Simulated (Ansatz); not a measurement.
## Electronic structure of AgCl2 (charge +1) in real space

The calculation's input:

```
crystal:
  periodic: [false, false, false]
  atoms:
    - {symbol: Ag, position_ang: [0.054806, -0.051218, -1.947035]}
    - {symbol: Cl, position_ang: [-0.648096, 0.606252, 1.487784]}
    - {symbol: Cl, position_ang: [0.593389, -0.555034, 0.459251]}
basis:
  gaussian: {orbitals: "def2-TZVPPD.json"}
total_charge: 1
hamiltonian: {xc: pbe0, dispersion: d4}
output: {orbitals: {seedname: orbitals}}
```

Command:

```sh
ansatz run in.yaml --threads 2 --pin off --events-out ev --progress --plain --max-ram 5222MiB
```

Geometry: PBE0-D4/def2-TZVP; core potentials replace the inner electrons of Ag.

Theory: Ansatz, RKS PBE0-D4/def2-TZVPPD.

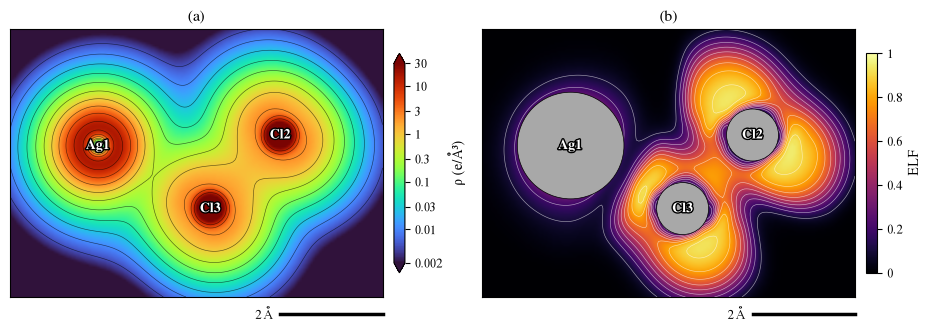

Figure 1. (a) electron density; (b) electron localisation function on the molecular plane. Grey discs cover the atomic cores in the ELF map.

Q: What do the fields say about this system?

A: The section cuts through Ag and Cl sites.
Cl–Cl (1.99 Å): the density is about 1.1 e/Å³ at the midpoint; the ELF peaks at about 0.80 between the atoms (a covalent bond).
Ag–Cl (2.52 Å): the density is about 0.38 e/Å³ at the midpoint; the ELF peaks at about 0.90 in the valence shell of Cl, 0.8 Å from its nucleus, and is about 0.20 at the midpoint.
The ELF also peaks beside Cl2, away from the bonds: lone-pair regions.

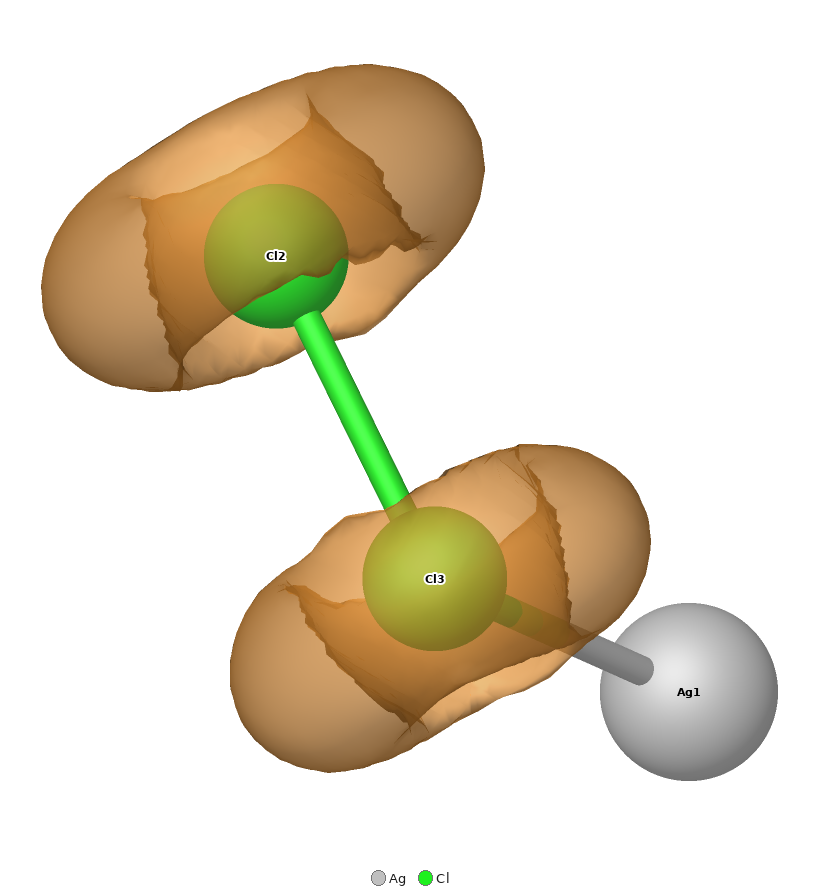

Figure 2. Isosurface of the electron localisation function at 0.85 (orange), seen at an oblique angle. Only the valence region is drawn (cores and ρ < 0.01 e/Å³ removed).

Q: Describe the localisation domains.

A: At this value the surface marks out two regions wrapped around Cl (the valence shell of each).

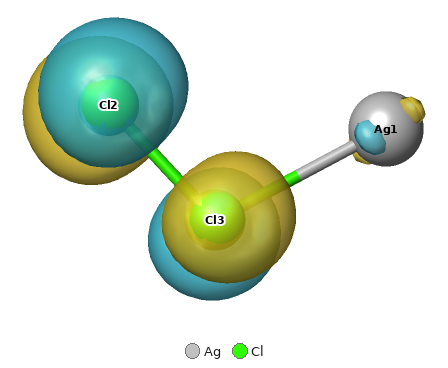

Figure 3. The HOMO at ±0.15 Å⁻³ᐟ² (yellow and cyan are the two phases), seen at a tilt.

Q: What is the character of this orbital?

A: Its weight (Hirshfeld) is mainly on Cl2 (about 60 %) and Cl3 (about 35 %); it changes sign across the molecular plane (π type); π-antibonding (a node) across Cl2–Cl3. Its energy is −13.75 eV.

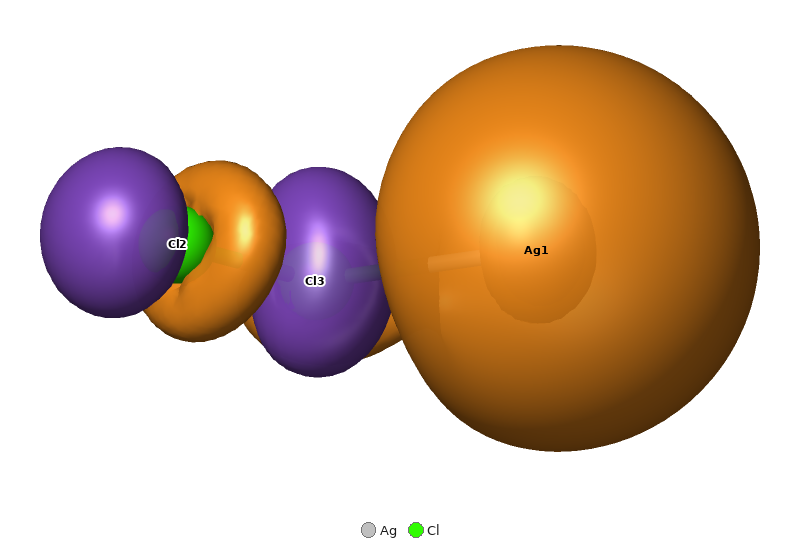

Figure 4. The LUMO at ±0.08 Å⁻³ᐟ² (orange and purple are the two phases), seen from one side.

Q: Describe this orbital and give its energy.

A: It lies mainly on Ag1 (about 75 %), Cl3 (about 15 %) and Cl2 (about 10 %). Its energy is −8.72 eV.
